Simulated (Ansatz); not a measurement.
## CH$_{4}$BClOSi: geometry relaxation (part 2 of 2)

CH$_{4}$BClOSi; RKS PBE-D4/def2-SVP (Ansatz 0.2.0). The geometry: force-field start.

Geometry of the input (Å):
```
Cl -1.3819  2.0537  0.0023
C  -0.3136  0.8402  -0.5969
B  0.7507  0.4806  0.5225
Si -0.0098  -1.2079  0.3697
O  -0.9918  -0.3781  -0.8033
H  0.1807  1.1828  -1.5403
H  1.9438  0.7784  0.6854
H  0.8018  -2.2363  -0.2448
H  -0.8914  -1.5597  1.5883
```

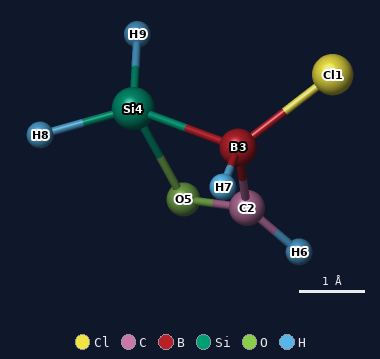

Fig. 1: The geometry at step 16 of the log (ball-and-stick view, seen at a tilt; atoms are numbered from 1 in the order of the input).

### Trajectory as extended XYZ, continued
```
9
Properties=species:S:1:pos:R:3:forces:R:3 step=6 energy=-24202.16078
Cl   -0.9445    1.8804    0.5220    0.1682  -0.0412   0.3552
C    -0.1102    0.7066   -0.8682    0.1775  -0.7698  -0.4765
B     0.8418    0.5924    0.4122   -0.8230   0.2780  -0.2360
Si   -0.0777   -1.2319    0.4474    0.2720   0.0486   0.5088
O    -0.8172   -0.4674   -0.9672    0.1780   0.6903  -0.3597
H    -0.0937    1.3265   -1.8030   -0.0950  -0.1923   0.4269
H     1.7553    1.2867    0.7836    0.1317  -0.1335  -0.0788
H     0.6150   -2.4809   -0.0339    0.0519   0.0638  -0.0119
H    -1.0802   -1.6586    1.4898   -0.0613   0.0561  -0.1279
9
Properties=species:S:1:pos:R:3:forces:R:3 step=8 energy=-24202.56541
Cl   -0.7953    1.8284    0.8702   -0.3215   0.3111   0.3067
C    -0.0845    0.6055   -0.9849    0.8723  -0.4026  -0.2914
B     0.7081    0.7024    0.4269   -0.7173   0.1134  -0.5236
Si   -0.0635   -1.1726    0.5129    0.1826  -0.2639   0.2950
O    -0.7151   -0.5375   -1.0887   -0.1391   0.6257  -0.0414
H    -0.1624    1.3074   -1.8660   -0.2133  -0.2265   0.4500
H     1.7532    1.2503    0.6740    0.2127  -0.1483  -0.0789
H     0.6697   -2.4033    0.0648    0.0854  -0.1095   0.0251
H    -1.2218   -1.6270    1.3736    0.0382   0.1005  -0.1416
9
Properties=species:S:1:pos:R:3:forces:R:3 step=9 energy=-24202.53043 accepted=F
Cl   -0.7768    1.8570    1.0625    0.2629  -0.1444  -0.2421
C     0.0254    0.5154   -1.0888   -1.2821   1.7918   0.4882
B     0.6427    0.7578    0.4260   -0.0751  -0.2053  -0.5162
Si   -0.0330   -1.1671    0.5332   -0.3843  -0.0211   0.3889
O    -0.7042   -0.5369   -1.1241    0.5211  -0.4324  -0.2147
H    -0.2346    1.3064   -1.8871    0.5674  -0.8148   0.2888
H     1.7438    1.2183    0.6358    0.0796  -0.0972   0.0061
H     0.7002   -2.4090    0.1153    0.0671  -0.1119  -0.0227
H    -1.2750   -1.5881    1.3101    0.2433   0.0352  -0.1764
9
Properties=species:S:1:pos:R:3:forces:R:3 step=10 energy=-24202.67448
Cl   -0.7819    1.8734    0.9557   -0.1675   0.2461   0.2390
C    -0.0563    0.5875   -1.0006   -0.1851  -0.2883  -0.7121
B     0.6432    0.7512    0.4057    0.1204  -0.0999   0.2966
Si   -0.0406   -1.1739    0.5405   -0.0208  -0.1122  -0.0118
O    -0.6826   -0.5463   -1.1131    0.2048   0.4192   0.0469
H    -0.1927    1.3079   -1.8524   -0.0321  -0.1715   0.1854
H     1.7532    1.1915    0.6220    0.0187  -0.0265  -0.0731
H     0.7020   -2.4156    0.1118    0.0444   0.0011   0.0622
H    -1.2557   -1.6221    1.3132    0.0173   0.0318  -0.0330
9
Properties=species:S:1:pos:R:3:forces:R:3 step=11 energy=-24202.70017
Cl   -0.7729    1.9148    1.0451    0.1931  -0.1081  -0.0228
C    -0.0571    0.5742   -1.0206    0.0627   0.6132  -0.3772
B     0.6156    0.7649    0.4036   -0.0327   0.0710   0.3497
Si   -0.0384   -1.1756    0.5419   -0.0560  -0.0039   0.0390
O    -0.6557   -0.5488   -1.1399   -0.1512  -0.4773  -0.0175
H    -0.2051    1.2954   -1.8687    0.0163  -0.1207   0.1114
H     1.7504    1.1643    0.5922   -0.0568   0.0005  -0.0577
H     0.7277   -2.4166    0.1477    0.0006   0.0227   0.0305
H    -1.2761   -1.6189    1.2818    0.0241   0.0026  -0.0554
9
Properties=species:S:1:pos:R:3:forces:R:3 step=12 energy=-24202.71159
Cl   -0.7321    1.9141    1.1124   -0.0148   0.0868   0.0148
C    -0.0610    0.5694   -1.0373   -0.0392   0.5109  -0.1467
B     0.5916    0.7815    0.4033    0.1485  -0.1002   0.1922
Si   -0.0398   -1.1676    0.5488   -0.0621  -0.0371  -0.0401
O    -0.6354   -0.5657   -1.1621   -0.0117  -0.3369   0.0235
H    -0.2225    1.2920   -1.8807    0.0241  -0.1198   0.0477
H     1.7433    1.1538    0.5678   -0.0844  -0.0275  -0.0700
H     0.7479   -2.4059    0.1881   -0.0161   0.0084   0.0210
H    -1.3035   -1.6178    1.2426    0.0558   0.0153  -0.0424
9
Properties=species:S:1:pos:R:3:forces:R:3 step=13 energy=-24202.68842 accepted=F
Cl   -0.6958    1.9467    1.1378   -0.0233   0.0749   0.1879
C    -0.0731    0.5961   -1.0106    0.1218  -0.8102   0.2187
B     0.5880    0.7564    0.4422   -0.3130   0.4806  -0.4097
Si   -0.0468   -1.1778    0.5489    0.2353  -0.0753  -0.2606
O    -0.5176   -0.6068   -1.1898   -0.1820   0.3128  -0.0143
H    -0.3003    1.3111   -1.8329    0.0104   0.1112  -0.0411
H     1.7337    1.1576    0.4684    0.1744  -0.0991   0.2230
H     0.7494   -2.4243    0.2558    0.0245  -0.0296   0.0808
H    -1.3489   -1.6053    1.1631   -0.0481   0.0347   0.0153
9
Properties=species:S:1:pos:R:3:forces:R:3 step=14 energy=-24202.72407
Cl   -0.7060    1.9503    1.1562    0.0438  -0.0064   0.0018
C    -0.0747    0.5793   -1.0330   -0.0336  -0.1069   0.0275
B     0.5723    0.7830    0.4177   -0.0346   0.0469  -0.0223
Si   -0.0385   -1.1715    0.5429   -0.0272  -0.0140  -0.0445
O    -0.5915   -0.5900   -1.1817    0.0884   0.0984   0.0375
H    -0.2481    1.2919   -1.8763   -0.0280  -0.0083  -0.0046
H     1.7341    1.1385    0.5304   -0.0169  -0.0253   0.0011
H     0.7609   -2.4138    0.2262   -0.0027   0.0158   0.0219
H    -1.3201   -1.6140    1.2005    0.0109  -0.0002  -0.0185
9
Properties=species:S:1:pos:R:3:forces:R:3 step=15 energy=-24202.73148
Cl   -0.6628    1.9855    1.2150    0.0592  -0.0053   0.0083
C    -0.0882    0.5828   -1.0339   -0.0259  -0.3171   0.1072
B     0.5460    0.7940    0.4229   -0.0653   0.1039  -0.0752
Si   -0.0391   -1.1707    0.5450   -0.0065  -0.0328  -0.1204
O    -0.5352   -0.6134   -1.2085    0.1105   0.2008   0.0826
H    -0.2913    1.2927   -1.8701   -0.0283   0.0463  -0.0397
H     1.7269    1.1125    0.4900   -0.0543  -0.0483   0.0183
H     0.7831   -2.4129    0.2823   -0.0199   0.0365   0.0315
H    -1.3508   -1.6168    1.1401    0.0306   0.0160  -0.0127
9
Properties=species:S:1:pos:R:3:forces:R:3 step=16 energy=-24202.74774
Cl   -0.5838    2.0500    1.3162    0.1327  -0.0716  -0.0505
C    -0.1135    0.5838   -1.0386   -0.0762  -0.5491   0.1348
B     0.4918    0.8161    0.4295   -0.0707   0.1109  -0.1108
Si   -0.0387   -1.1702    0.5413   -0.0718  -0.0625  -0.1929
O    -0.4465   -0.6491   -1.2547    0.2668   0.4924   0.2729
H    -0.3554    1.2914   -1.8674   -0.0319   0.0244  -0.0289
H     1.7045    1.0611    0.4363   -0.1931  -0.0905  -0.0158
H     0.8219   -2.4095    0.3704   -0.0821   0.1142   0.0391
H    -1.3919   -1.6199    1.0500    0.1263   0.0318  -0.0480
9
Properties=species:S:1:pos:R:3:forces:R:3 step=17 energy=-24202.75858
Cl   -0.4554    2.1362    1.4405    0.2031  -0.1913  -0.1749
C    -0.1574    0.5895   -1.0358    0.0649  -1.2187  -0.0343
B     0.4131    0.8456    0.4410   -0.0336   0.0908  -0.1781
Si   -0.0451   -1.1657    0.5359   -0.1107  -0.1998  -0.4393
O    -0.3019   -0.6920   -1.3127    0.3022   1.3881   0.8518
H    -0.4520    1.2892   -1.8581   -0.0467  -0.0904   0.0515
H     1.6633    0.9822    0.3565   -0.4888  -0.1544  -0.0372
H     0.8696   -2.3932    0.4994   -0.2125   0.2840   0.0475
H    -1.4457   -1.6380    0.9162    0.3221   0.0919  -0.0869
9
Properties=species:S:1:pos:R:3:forces:R:3 step=18 energy=-24202.79662
Cl   -0.4407    2.1305    1.4056   -0.0112   0.1884   0.2023
C    -0.1627    0.5983   -1.0254    0.2876  -0.8521   0.1247
B     0.4125    0.8403    0.4473   -0.1026   0.0016  -0.3726
Si   -0.0497   -1.1648    0.5295    0.0215  -0.1064  -0.3335
O    -0.2798   -0.6725   -1.3029    0.0693   0.6456   0.4907
H    -0.4714    1.2926   -1.8435   -0.0590  -0.0002   0.0095
H     1.6514    0.9574    0.3533   -0.2477  -0.1309  -0.0393
H     0.8670   -2.3800    0.5157   -0.1313   0.1755   0.0044
H    -1.4382   -1.6480    0.9031    0.1732   0.0785  -0.0862
9
Properties=species:S:1:pos:R:3:forces:R:3 step=20 energy=-24202.83578 accepted=F
Cl   -0.1982    2.3139    1.5433    0.1523  -0.5617  -0.4581
C    -0.2283    0.5904   -0.9899    0.4571   0.1050  -0.1262
B     0.2619    0.8893    0.4758    0.0659   0.1576   0.0363
Si   -0.0765   -1.1387    0.5028    0.1379  -0.1104  -0.1186
O    -0.0895   -0.6796   -1.2891   -0.2841   0.2405   0.2792
H    -0.5776    1.2371   -1.8332   -0.1109  -0.0626   0.1147
H     1.4949    0.7000    0.2498   -0.3959   0.1690   0.1863
H     0.9573   -2.2309    0.6646   -0.1189   0.0364   0.0575
H    -1.4554   -1.7278    0.6587    0.0965   0.0262   0.0290
9
Properties=species:S:1:pos:R:3:forces:R:3 step=21 energy=-24202.85873
Cl   -0.2762    2.2264    1.4849   -0.0106   0.0503  -0.0159
C    -0.1811    0.5859   -0.9862   -0.3654  -0.0290  -0.6406
B     0.3102    0.8660    0.4454    0.2149   0.0547   0.6036
Si   -0.0598   -1.1634    0.5006    0.1127   0.3562  -0.1837
O    -0.1480   -0.6850   -1.2859    0.1246  -0.0560   0.0652
H    -0.5769    1.2403   -1.8002    0.0233   0.0286   0.0311
H     1.5415    0.7971    0.2898   -0.0066  -0.0958   0.0125
H     0.9416   -2.2757    0.6249   -0.0613  -0.1399   0.0452
H    -1.4628   -1.6378    0.7096   -0.0316  -0.1691   0.0827
9
Properties=species:S:1:pos:R:3:forces:R:3 step=22 energy=-24202.87986
Cl   -0.2634    2.2581    1.4826    0.0241  -0.0339  -0.0302
C    -0.1939    0.5976   -0.9979   -0.0105   0.0146  -0.1269
B     0.3037    0.8801    0.4547    0.0403   0.0291   0.1212
Si   -0.0556   -1.1461    0.4940   -0.0097   0.0018  -0.0434
O    -0.1339   -0.6735   -1.2921    0.0053  -0.0403   0.0502
H    -0.5823    1.2507   -1.8159   -0.0097   0.0013   0.0304
H     1.5344    0.7674    0.3024   -0.0519  -0.0068   0.0013
H     0.9158   -2.2890    0.6325    0.0339   0.0165   0.0030
H    -1.4363   -1.6916    0.7225   -0.0218   0.0178  -0.0057
9
Properties=species:S:1:pos:R:3:forces:R:3 step=23 energy=-24202.88083
Cl   -0.2414    2.2668    1.4839   -0.0088   0.0024   0.0109
C    -0.1979    0.5982   -0.9986    0.0352   0.0298   0.1058
B     0.2934    0.8796    0.4599    0.0110  -0.0021  -0.0425
Si   -0.0576   -1.1469    0.4860   -0.0249   0.0414   0.0558
O    -0.1219   -0.6743   -1.2898   -0.0158  -0.0436  -0.0980
H    -0.5947    1.2511   -1.8108   -0.0177  -0.0137  -0.0277
H     1.5192    0.7446    0.2999    0.0009  -0.0059   0.0143
H     0.9297   -2.2717    0.6495    0.0140  -0.0085  -0.0115
H    -1.4404   -1.6936    0.7029    0.0060   0.0003  -0.0072
9
Properties=species:S:1:pos:R:3:forces:R:3 step=24 energy=-24202.88136
Cl   -0.2458    2.2641    1.4841   -0.0012  -0.0029  -0.0042
C    -0.1961    0.5976   -0.9992    0.0083   0.0051   0.0325
B     0.2970    0.8803    0.4577    0.0136   0.0014  -0.0022
Si   -0.0583   -1.1450    0.4888   -0.0080   0.0215  -0.0069
O    -0.1249   -0.6752   -1.2919   -0.0042  -0.0154  -0.0186
H    -0.5957    1.2488   -1.8121   -0.0085  -0.0042  -0.0067
H     1.5236    0.7453    0.3056   -0.0056  -0.0036   0.0072
H     0.9297   -2.2714    0.6443    0.0038  -0.0004   0.0008
H    -1.4410   -1.6910    0.7057    0.0019  -0.0014  -0.0019
9
Properties=species:S:1:pos:R:3:forces:R:3 step=25 energy=-24202.88150
Cl   -0.2441    2.2651    1.4830   -0.0008  -0.0015  -0.0053
C    -0.1960    0.5976   -0.9990    0.0005   0.0012   0.0089
B     0.2982    0.8811    0.4569    0.0085   0.0035   0.0028
Si   -0.0590   -1.1434    0.4881    0.0003   0.0055  -0.0167
O    -0.1239   -0.6755   -1.2930   -0.0008  -0.0066  -0.0005
H    -0.6009    1.2472   -1.8108   -0.0038  -0.0008   0.0017
H     1.5246    0.7407    0.3100   -0.0034  -0.0022   0.0045
H     0.9309   -2.2681    0.6452   -0.0001   0.0010   0.0035
H    -1.4413   -1.6911    0.7026   -0.0004  -0.0001   0.0011
```

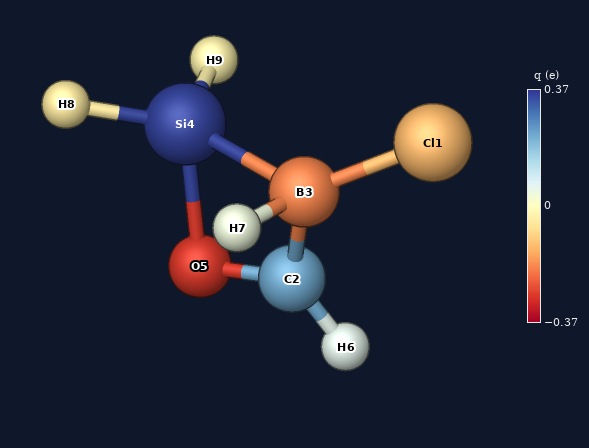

Fig. 2: Mulliken charges, as the colour of each atom (ball-and-stick view, seen at a tilt; atoms are numbered from 1 in the order of the input; Mulliken charges depend strongly on the basis). By element: Cl −0.13, C +0.22, B −0.19, Si +0.35, O −0.28 and H −0.04 to +0.06 e.
